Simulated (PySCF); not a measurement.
## A study: AsH2Me (CH$_{5}$As)

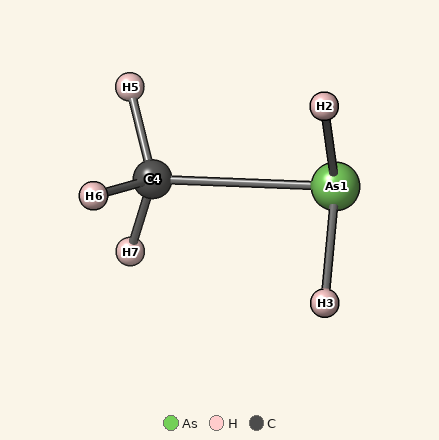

The molecule, with its atoms numbered as below. No frequency check shows the geometry to be a minimum.

Geometry (Å), atoms numbered from 1:

```
As1     -0.4217   -0.0068   -0.0648
H2      -0.5876   -0.9441    1.0975
H3      -0.5877    1.1516    0.8766
C4       1.5506    0.0002    0.0188
H5       1.9352   -0.9284   -0.3994
H6       1.9181    0.1185    1.0358
H7       1.9352    0.8242   -0.5842
```

## 1. Bonding charge

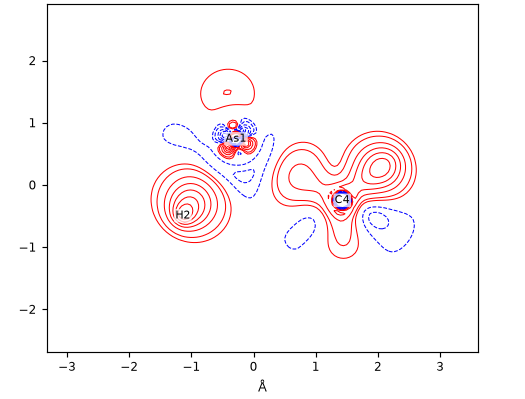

Deformation density (molecule less spherical, spin-averaged free atoms) in the plane of As1, H2 and C4; contours at ±0.05 to ±0.8 e/Å³; solid red lines: gain, dashed blue lines: loss.

PySCF calculation, B3LYP/def2-SVP, gas phase; geometry: GFN2-xTB.

Describe the bonding that the map shows.

Answer. As1–H2: +0.24 e/Å³ at the bond critical point (bond length 1.50 Å, Mayer order 1.0). As1–C4: +0.17 e/Å³ at the bond critical point (bond length 1.97 Å, Mayer order 1.0). In all, 1.4 electrons gather in the regions of gain relative to the promolecule.

Where do the Hirshfeld charges lie?

Answer. The highest Hirshfeld charge is on As1 (+0.14 e), the lowest on C4 (−0.16 e).

## 2. Bond critical points

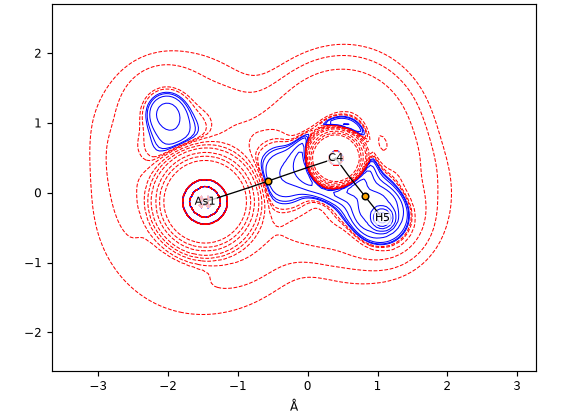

Negative Laplacian of the density (−∇²ρ) in the plane of As1, C4 and H5 (solid blue lines positive, dashed red lines negative, contours at ±0.02 to ±8 a.u.), with bond paths and bond critical points (dots).

Sort the bonds in the plane by the sign of ∇²ρ at their critical points.

Answer. Concentrated (∇²ρ < 0): C4–H5 (−1.00 a.u.); As1–C4 (−0.08 a.u.). At none is it depleted.

Where along C4–H5 does the critical point lie?

Answer. 0.69 Å from C4 and 0.40 Å from H5.

## 3. Local ionisation energy

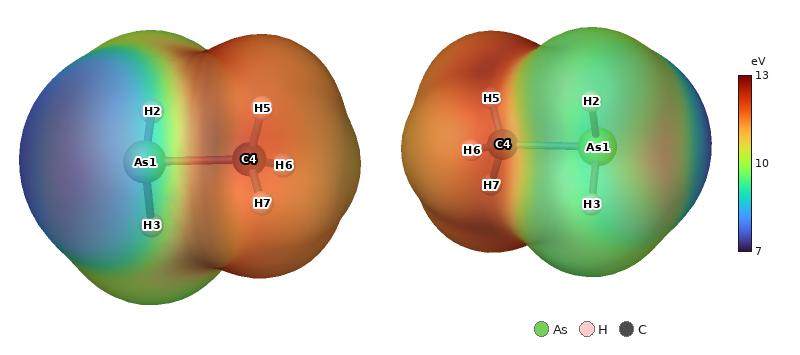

Average local ionisation energy on the surface of electron density 0.001 a.u. (back view left, front view right).

Where are the most loosely bound electrons on this surface?

Answer. The lowest value is 7.4 eV, 2.4 Å from As1. Further minima include 9.2 eV, about equally far (1.8 Å) from H2 and H3, over As1 (2.4 Å); 10.9 eV, near H6 (1.75 Å), H5 (1.82 Å), C4 (1.92 Å) and H7 (1.97 Å). For comparison, the highest occupied orbital lies at −7.0 eV.

## 4. Localised orbitals

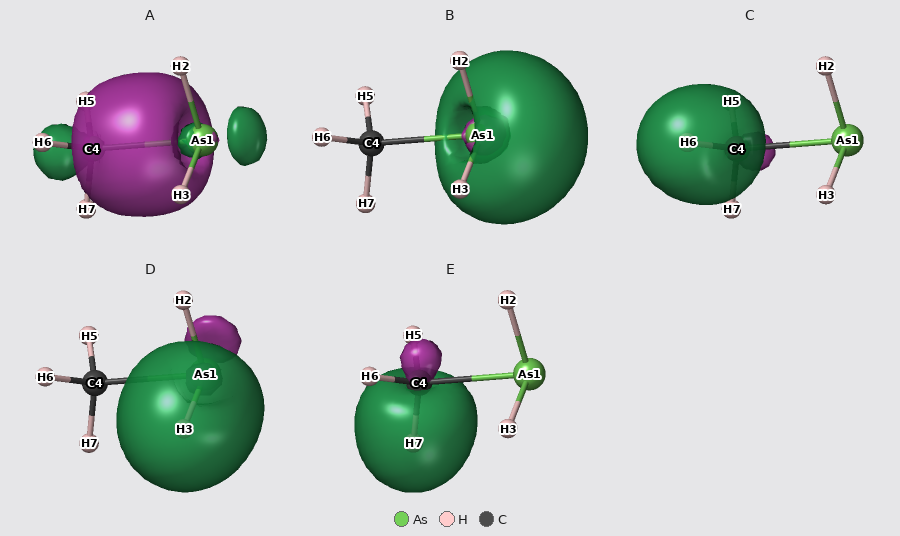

Pipek–Mezey orbitals, occupied; each surface holds about 80 % of the orbital's density. Energies are diagonal elements of the Fock matrix.

PySCF calculation, BLYP/def2-SVP, gas phase; geometry: GFN2-xTB.

Identify each orbital.

Answer. By panel:
- A: σ bond C4–As1 (C4 55 %, As1 45 %; −10.3 eV)
- B: lone pair on As1 (sp0.6-type) (As1 100 %; −9.0 eV)
- C: σ bond C4–H6 (C4 55 %, H6 44 %; −11.5 eV)
- D: σ bond H3–As1 (H3 51 %, As1 49 %; −9.9 eV)
- E: σ bond C4–H7 (C4 55 %, H7 44 %; −11.5 eV)
